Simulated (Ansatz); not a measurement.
System: chalcopyrite CdSnAs₂. Method: r²SCAN+rVV10 (plane waves, PAW; Ansatz, a program for electronic structure).

Run with plane-wave cutoff 560 eV, 8×8×8 k mesh, Fermi–Dirac smearing 0.01 eV, scalar-relativistic PAW data made under PBE.

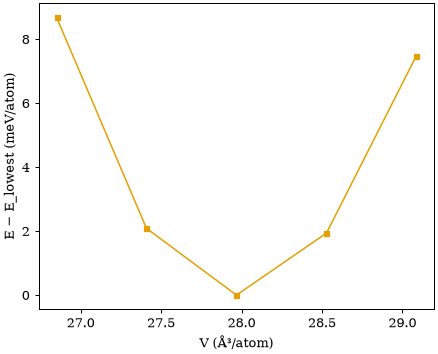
Fig. 1. Total energy against volume

**Question.** From the curve, estimate the equilibrium volume and the bulk modulus.

**Answer.** V0 ≈ 28.0 Å³/atom and B0 ≈ 58 GPa; the fit gives V0 = 27.968 Å³/atom, B0 = 57.7 GPa, B′ = 4.6.

Shape and atoms are relaxed at each volume.

Note: the relaxation could not lower the start's symmetry, so the cell can be a saddle point above a distorted one; the bulk modulus comes from volumes at which shape and atoms were relaxed.

Spin–orbit coupling is not included.

Static lattice: no zero-point or thermal effects.

The result took about 50 core-minutes (a rough figure).
